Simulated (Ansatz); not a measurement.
# Ge wire along [100], 21 atoms a period, H-terminated: bands by functional and under strain, part 2 of 3

Wanted: the relaxed geometry and the bands of the Ge wire along [100], 21 atoms a period, H-terminated.

Ansatz 0.2.0; DFT PBE, plane waves, PAW; relaxation of a wire's period; PAW set soft_1 (the session's first sound run).

So far: The structure; Relaxing the period.

### 2. Relaxing the period (continued)

Step by step:

```
step  energy less that of the first step (eV)  largest force component (eV/Å)  pressure (GPa)  volume (Å³)
   1                                   0.0000                          0.2949           -0.35      1712.17
   2                                  -0.3702                          0.2611           -0.17      1724.17
   3                                  -0.5061                          0.0994           -0.09      1723.25
   4                                  -0.5944                          0.1000           -0.02      1723.43
   5                                  -0.6308                          0.0696            0.01      1721.95
   6                                  -0.6415                          0.0097            0.00      1720.83
  7*                                  -0.6430                          0.0098            0.00      1720.83
```

Relaxation steps marked * repeat the geometry before them on a plane-wave basis chosen anew for their cell, so energy and pressure can jump there.

The run keeps the 8 symmetry operations that it works with, so distortions that break them were not tested.

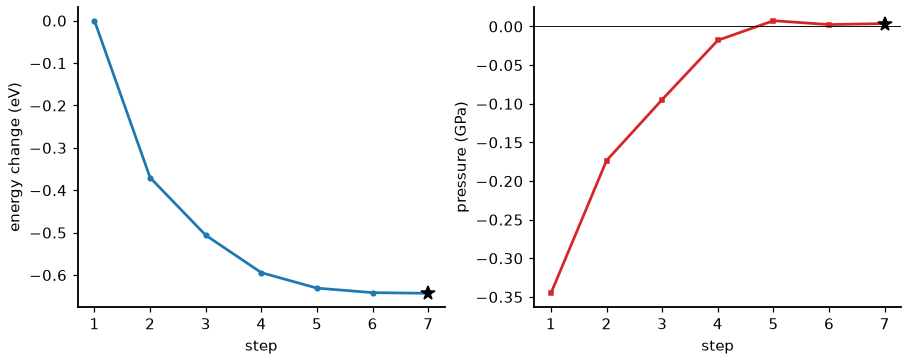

Energy and pressure along the relaxation. Stars mark steps on a basis chosen anew.

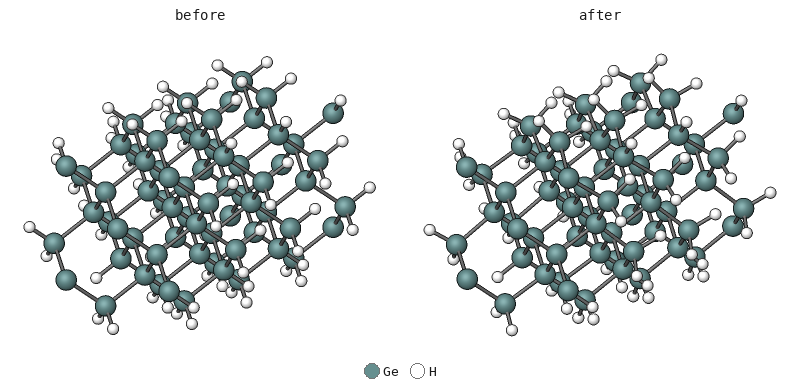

Before and after, at one scale.

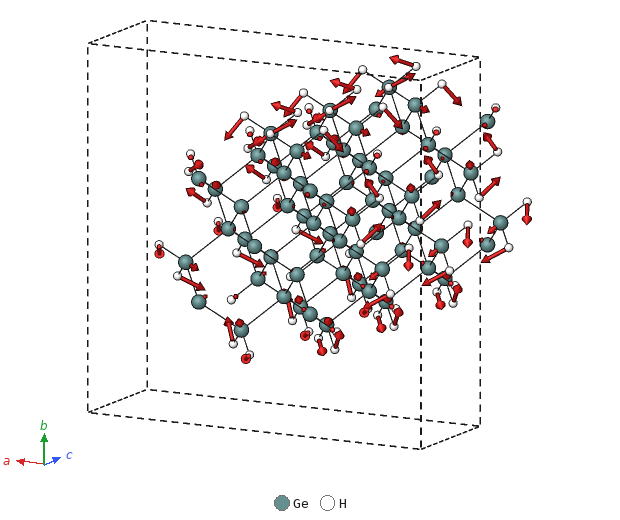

Displacements in the relaxation, exaggerated, measured against the changing cell; the longest in the cell stands for 0.37 Å. 1×1×3 cells are drawn. Some periodic images of atoms are drawn too.

```
cell as run  before  after  change
      c (Å)   5.760  5.789  +0.5 %
```

The atoms that moved most (Å, along periodic axes as changes of fractional coordinates times the final cell, across vacuum about the mean position):

```
atom      dx      dy      dz  length
 H41   0.139   0.213  -0.274   0.374
 H40   0.213   0.139  -0.274   0.374
  H8   0.213  -0.139   0.274   0.374
  H6  -0.139   0.213   0.274   0.374
  H7  -0.213   0.139   0.274   0.374
  H9   0.139  -0.213   0.274   0.374
 H38  -0.139  -0.213  -0.274   0.374
 H39  -0.213  -0.139  -0.274   0.374
```

Numbers from this step:

| Property | Result |
| --- | --- |
| cell length along the wire | 5.789 Å |

The cell's length comes to 5.789 Å with spin left out.

### 3. Bands of the perfect wire

This step: DFT PBE, plane waves, PAW; bands of a perfect wire; PAW set soft_1 (Ansatz 0.2.0).

At the relaxed period the bands are computed along the axis; those that cross an energy going forward count the channels that a perfect wire would open there.

Contents of input.yaml:

```yaml
crystal:
  lattice:
    - [17.241, 0.0, 0.0]
    - [0.0, 17.241, 0.0]
    - [0.0, 0.0, 5.7891363459]
  atoms:
    - { symbol: Ge, position: [0.335377406, 0.335377406, 0.994734413] }
    - { symbol: Ge, position: [0.335377406, 0.664641899, 0.005265587] }
    - { symbol: Ge, position: [0.500009653, 0.500009653, 0.0] }
    - { symbol: Ge, position: [0.664641899, 0.335377406, 0.005265587] }
    - { symbol: Ge, position: [0.664641899, 0.664641899, 0.994734413] }
    - { symbol: H, position: [0.189139673, 0.543647224, 0.141007395] }
    - { symbol: H, position: [0.456372081, 0.810879632, 0.141007395] }
    - { symbol: H, position: [0.543647224, 0.189139673, 0.141007395] }
    - { symbol: H, position: [0.810879632, 0.456372081, 0.141007395] }
    - { symbol: H, position: [0.282749584, 0.282749584, 0.146344972] }
    - { symbol: H, position: [0.717269721, 0.717269721, 0.146344972] }
    - { symbol: Ge, position: [0.253765969, 0.588503444, 0.268796541] }
    - { symbol: Ge, position: [0.417351813, 0.417351813, 0.248259029] }
    - { symbol: Ge, position: [0.411515861, 0.746253336, 0.268796541] }
    - { symbol: Ge, position: [0.588503444, 0.253765969, 0.268796541] }
    - { symbol: Ge, position: [0.582667492, 0.582667492, 0.248259029] }
    - { symbol: Ge, position: [0.746253336, 0.411515861, 0.268796541] }
    - { symbol: H, position: [0.213406754, 0.645850425, 0.436216754] }
    - { symbol: H, position: [0.354168881, 0.786612551, 0.436216754] }
    - { symbol: H, position: [0.645850425, 0.213406754, 0.436216754] }
    - { symbol: H, position: [0.786612551, 0.354168881, 0.436216754] }
    - { symbol: Ge, position: [0.334624322, 0.500009653, 0.5] }
    - { symbol: Ge, position: [0.500009653, 0.334624322, 0.5] }
    - { symbol: Ge, position: [0.500009653, 0.665394983, 0.5] }
    - { symbol: Ge, position: [0.665394983, 0.500009653, 0.5] }
    - { symbol: H, position: [0.213406754, 0.354168881, 0.563783246] }
    - { symbol: H, position: [0.354168881, 0.213406754, 0.563783246] }
    - { symbol: H, position: [0.645850425, 0.786612551, 0.563783246] }
    - { symbol: H, position: [0.786612551, 0.645850425, 0.563783246] }
    - { symbol: Ge, position: [0.253765969, 0.411515861, 0.731203459] }
    - { symbol: Ge, position: [0.411515861, 0.253765969, 0.731203459] }
    - { symbol: Ge, position: [0.417351813, 0.582667492, 0.751740971] }
    - { symbol: Ge, position: [0.582667492, 0.417351813, 0.751740971] }
    - { symbol: Ge, position: [0.588503444, 0.746253336, 0.731203459] }
    - { symbol: Ge, position: [0.746253336, 0.588503444, 0.731203459] }
    - { symbol: H, position: [0.282749584, 0.717269721, 0.853655028] }
    - { symbol: H, position: [0.717269721, 0.282749584, 0.853655028] }
    - { symbol: H, position: [0.189139673, 0.456372081, 0.858992605] }
    - { symbol: H, position: [0.456372081, 0.189139673, 0.858992605] }
    - { symbol: H, position: [0.543647224, 0.810879632, 0.858992605] }
    - { symbol: H, position: [0.810879632, 0.543647224, 0.858992605] }
kpoints:
  mp_grid: { grid: [1, 1, 14] }
  band_path: { path: ["Γ", Z], npoints: 90 }
scf:
  occupations: { method: fermi_dirac, width: 0.05 }
hamiltonian:
  xc: pbe
  pseudopotentials: { kind: paw, azcp: { folder: soft_1 } }
output:
  dos: { e_range: [-5, 4] }
  write_potential: true
  write_density: true
  volumetric_format: npy
```

Launch:

```
$ ansatz run input.yaml --threads 4 --pin off --max-ram 16384MiB --backend cpu --events-out ev --progress --plain --runs-dir out
```

Numbers of over 12 decimals in the logs are rounded to 6 here.

What it wrote:

```text
[...]
Crystal: 41 atoms, lattice volume = 1720.833 Å³
Basis set: ecut = 420 eV, 33675 PW (Γ)
Bands: 198, of which v1, the nominal top of the filled ones, is band 157 counted from 1 (156 counted from 0)
Symmetry: 8 space group operations
[...]
k-points: 8 of 14
[...]
SCF iter   1: F=—  HF=-90512.745668 eV  |F-HF|=—  |Δ(HF+E_count)|=         —  Δρ=3.55e-2  dr2=1.80e1  ethr=3.10e-3  ⟨swp⟩=6.4  Hψ=6260  notcnv=0  defer=78
[...]
SCF iter  10: F=-90507.792036 eV  HF=-90507.792036 eV  |F-HF|=6.68e-9  |Δ(HF+E_count)|=   1.32e-7  Δρ=1.01e-6  dr2=1.29e-8  ethr=3.18e-11  ⟨swp⟩=13.8  Hψ=8081  notcnv=0
SCF 1 converged in 10 iterations: F = -90507.792036 eV  dr2 = 1.29e-8
[...]
NSCF: frozen V_eff on 91 k-points
WARN: pass on a band path, mesh or list of k-points: the 91 k-points are solved 48 at a time at the most, because the 14.40 GiB of host memory that the pass is priced against does not hold them all with the solver's workspace as planned. The pass can take longer, above all where fewer k-points are solved at a time than the run has threads. As a rule a larger memory budget leaves room for more at once. The budget is what a run with no `--max-ram-frac` typed is planned for, 0.8 of the host's memory or its container's limit. More memory there lifts it, and so does a share over 0.88 that is typed (of such a share the budget is ten elevenths): [rest of the remark cut]
WARN: The output density's exchange-correlation potential varies sharply where the density is thin. Do not read a vacuum level from v_tot or v_xc, or from such a field of the output density. On a cell that repeats whose density bears no net charge and no dipole along the vacuum's axis use v_es (v_loc + v_h of the components); under efield.dipole_correction with no amplitude use v_es + v_field, which holds any externa [...]
SCF converged after 10 iterations
Free energy (F): -90507.792036 eV
[...]
Internal energy: -90507.792036 eV  (E = F + TS)
E sigma→0 (E₀):  -90507.792036 eV
Fermi energy:    -0.436700 eV
[...]
--- Band table (eV; the first three rows and the last of 8) ---
  k-point 0: bands = [... 153 lower, -2.0621, -1.8136, -1.8136, -1.7252, 0.9801, 1.0631, 1.2732, 1.2732, ... 37 higher]
  k-point 1: bands = [... 153 lower, -2.0990, -1.8227, -1.8227, -1.7371, 0.9976, 1.1203, 1.3029, 1.3029, ... 37 higher]
  k-point 2: bands = [... 153 lower, -2.1946, -1.8446, -1.8446, -1.7774, 1.0467, 1.2650, 1.3302, 1.3302, ... 37 higher]
  k-point 7: bands = [... 153 lower, -2.2731, -2.2714, -2.2061, -2.2061, 0.8380, 0.9215, 1.0275, 1.0275, ... 37 higher]
```

The job ended after 19 min (4 threads of Arm Neoverse V1, shared host; peak memory 12 GiB; 76 min of CPU time).

This step gave:

| Property | Result |
| --- | --- |
| band gap | 2.561 eV |

The electronic bands at the labelled points (eV, zero at the Fermi level; v1 is the highest filled band, c1 the lowest empty one):

```
point     v4     v3     v2     v1    c1    c2    c3    c4
    Γ  -1.63  -1.38  -1.38  -1.29  1.42  1.50  1.71  1.71
    Z  -1.84  -1.83  -1.77  -1.77  1.27  1.36  1.46  1.46
```

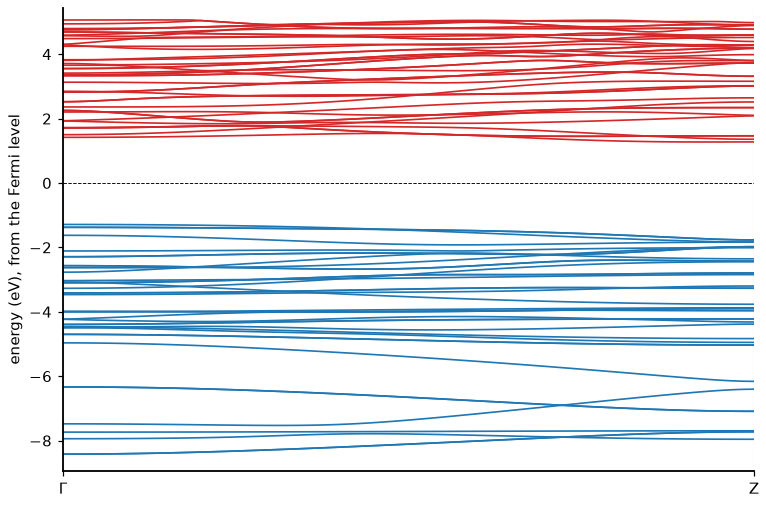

Electronic bands along the path; lines of filled and empty bands in two colours.

The gap is 2.56 eV, with spin left out.

On this path the gap is indirect, 2.56 eV, with the valence top at Γ and the conduction bottom between Γ and Z. The least direct gap is 2.71 eV.

### 4. Another level of theory, cutoff 500 eV, k-mesh 1×1×11

This step: DFT r2SCAN, plane waves, PAW; bands of a perfect wire at the PBE geometry; PAW set soft_1 (Ansatz 0.2.0).

The atoms stay at the PBE geometry and the functional changes. r2SCAN also reads the kinetic-energy density; it often gives larger moments and wider gaps than PBE, at a higher cost. Against the first PBE run of this kind, the cutoff is 500 eV against 420 and the mesh along the wire has 11 points against 14.

Changes to input.yaml since step 3:

```diff
@@ -48,3 +48,3 @@
 kpoints:
-  mp_grid: { grid: [1, 1, 14] }
+  mp_grid: { grid: [1, 1, 11] }
   band_path: { path: ["Γ", Z], npoints: 90 }
@@ -53,8 +53,3 @@
 hamiltonian:
-  xc: pbe
+  xc: r2scan
   pseudopotentials: { kind: paw, azcp: { folder: soft_1 } }
-output:
-  dos: { e_range: [-5, 4] }
-  write_potential: true
-  write_density: true
-  volumetric_format: npy
```

What it wrote:

```text
[...]
Crystal: 41 atoms, lattice volume = 1720.833 Å³
Basis set: ecut = 500 eV, 43753 PW (Γ), exchange–correlation on 512×512×180 points (64 copies of the dense FFT grid, shifted against one another)
Bands: 198, of which v1, the nominal top of the filled ones, is band 157 counted from 1 (156 counted from 0)
Symmetry: 8 space group operations
[...]
k-points: 6 of 11
[...]
SCF iter   1: F=—  HF=-90678.213857 eV  |F-HF|=—  |Δ(HF+E_count)|=         —  Δρ=3.46e-2  dr2=1.68e1  dr2_τ=1.44e-1  ethr=3.10e-3  ⟨swp⟩=6.7  Hψ=4783  notcnv=0  defer=37
[...]
SCF iter  10: F=-90675.502717 eV  HF=-90675.502717 eV  |F-HF|=6.02e-8  |Δ(HF+E_count)|=   5.03e-7  Δρ=1.18e-6  dr2=2.39e-8  dr2_τ=4.01e-10  ethr=3.18e-11  ⟨swp⟩=14.2  Hψ=5421  notcnv=0
SCF 1 converged in 10 iterations: F = -90675.502717 eV  dr2 = 2.39e-8
[...]
SCF converged after 10 iterations
Free energy (F): -90675.502717 eV
[...]
Internal energy: -90675.502717 eV  (E = F + TS)
E sigma→0 (E₀):  -90675.502717 eV
Fermi energy:    -0.468877 eV
[...]
--- Band table (eV; the first three rows and the last of 6) ---
  k-point 0: bands = [... 153 lower, -2.2944, -2.0231, -2.0231, -1.9329, 1.1224, 1.1598, 1.3669, 1.3669, ... 37 higher]
  k-point 1: bands = [... 153 lower, -2.3537, -2.0379, -2.0379, -1.9532, 1.1863, 1.2174, 1.4168, 1.4168, ... 37 higher]
  k-point 2: bands = [... 153 lower, -2.4935, -2.0712, -2.0712, -2.0242, 1.2492, 1.3849, 1.3849, 1.4410, ... 37 higher]
  k-point 5: bands = [... 153 lower, -2.5218, -2.4759, -2.3826, -2.3826, 0.9849, 1.0934, 1.1598, 1.1598, ... 37 higher]
```

Run time: 31 min. Hardware: 4 threads; peak memory 12 GiB.

This step gave:

| Property | Result |
| --- | --- |
| band gap | 2.918 eV |

Electronic bands along the path, in eV, zero at the Fermi level; v1 is the highest filled band, c1 the lowest empty one:

```
point     v4     v3     v2     v1    c1    c2    c3    c4
    Γ  -1.83  -1.55  -1.55  -1.46  1.59  1.63  1.84  1.84
    Z  -2.05  -2.04  -1.97  -1.97  1.46  1.52  1.63  1.63
```

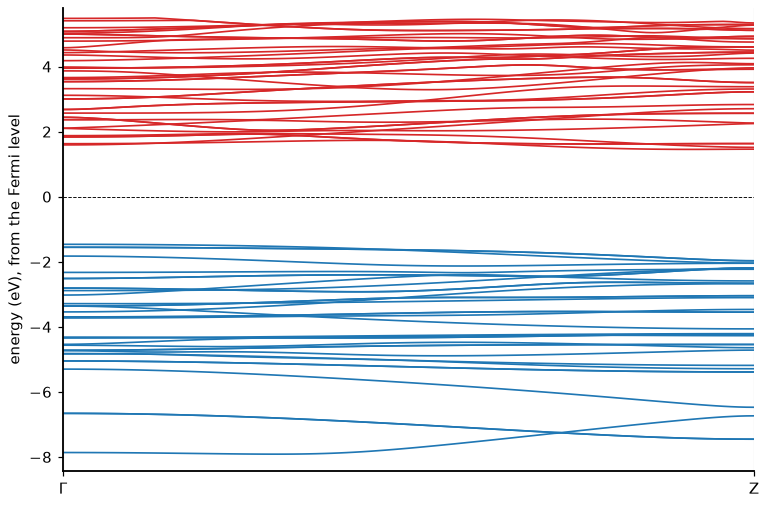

Electronic bands along the path; lines of filled and empty bands in two colours.

The gap is 2.92 eV, against 2.56 eV under PBE at the relaxed period.

### 5. Levels at the same atoms, level HSE06, cutoff 420 eV

This step: DFT HSE06, plane waves, PAW; levels of a perfect wire at the PBE geometry; PAW set soft_1 (Ansatz 0.2.0).

The atoms stay at the PBE geometry and the functional changes. HSE06 mixes in a quarter of short-range exact exchange, which removes part of the self-interaction that closes gaps; it is dear, so the mesh is thinner and no path is run. Against the first PBE run of this kind, the mesh along the wire has 6 points against 14.

Changes to input.yaml since step 4:

```diff
@@ -48,4 +48,3 @@
 kpoints:
-  mp_grid: { grid: [1, 1, 11] }
-  band_path: { path: ["Γ", Z], npoints: 90 }
+  mp_grid: { grid: [1, 1, 6] }
 scf:
@@ -53,3 +52,3 @@
 hamiltonian:
-  xc: r2scan
+  xc: hse06
   pseudopotentials: { kind: paw, azcp: { folder: soft_1 } }
```

What it wrote:

```text
[...]
E sigma→0 (E₀):  -90527.124673 eV
Fermi energy:    -0.464774 eV
[...]
--- Band table (eV) ---
  k-point 0: bands = [... 153 lower, -2.5257, -2.2503, -2.2503, -2.1431, 1.3182]
  k-point 1: bands = [... 153 lower, -2.7034, -2.2871, -2.2871, -2.2241, 1.4819]
  k-point 2: bands = [... 153 lower, -2.8328, -2.4929, -2.3928, -2.3928, 1.3402]
  k-point 3: bands = [... 153 lower, -2.7551, -2.7454, -2.6658, -2.6658, 1.2100]
  guard bands above this table: 40 of the run's 198 bands. The solve was not asked for them (output.publish_guard_bands: true or output.eigenvalues: true publishes all)
[key lines of the parts left out:]
Free energy (F): -90527.124673 eV
```

Run time: 24 min. Hardware: 4 threads; peak memory 10 GiB; 1.6 h of CPU time.

Numbers from this step:

```yaml
band_gap: 3.353 eV
```

The gap is 3.35 eV, against 2.56 eV under PBE at the relaxed period.

(Part 2 of 3 ends here.)

[Logs are printed without paths, hosts, clocks, repeated set-up lines and the standing remarks that a program may print on its own settings, such as how far it seeks lower states.]

[Hosts, paths, dates, database ids (printed as entryN), source tags and the programs' standing remarks are cut or masked in the printed files.]
